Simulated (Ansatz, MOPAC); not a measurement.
# How methods differ on GeF2 (SMILES [F][Ge][F])

GeF2, singlet, SMILES `[F][Ge][F]`. Each level relaxes the structure for itself.

Quantity: the highest harmonic wavenumber at each level's own minimum, in cm⁻¹. The values are calculated.

| level | kind | program | value (cm⁻¹) |
| --- | --- | --- | --- |
| PM6 | semi-empirical | MOPAC | 624 |
| PM6-D3H4 | semi-empirical | MOPAC | 623 |
| PM6-DH+ | semi-empirical | MOPAC | 624 |
| PM6-DH2 | semi-empirical | MOPAC | 624 |
| HF/STO-3G | Hartree–Fock | Ansatz | 788 |
| HF/3-21G | Hartree–Fock | Ansatz | 842 |
| HF/6-31G* (Cartesian functions) | Hartree–Fock | Ansatz | 753 |
| PBE/def2-SVP | GGA | Ansatz | 672 |
| BLYP/cc-pVTZ | GGA | Ansatz | 639 |
| PBE-D3(BJ)/def2-TZVP | GGA | Ansatz | 652 |

All-electron rows without a relativistic Hamiltonian named are non-relativistic. Harmonic and unscaled. The values span 623 to 842 cm⁻¹.

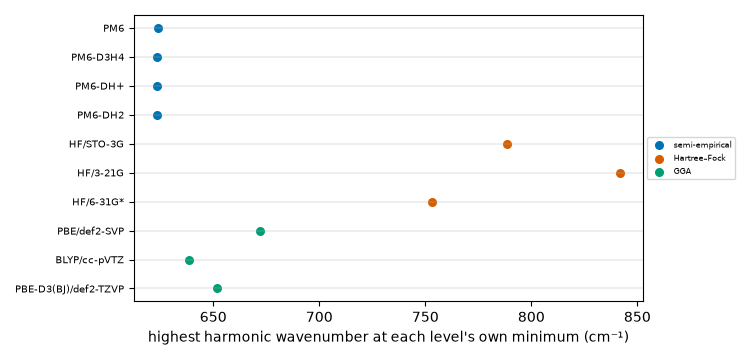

The values of the table, level by level.
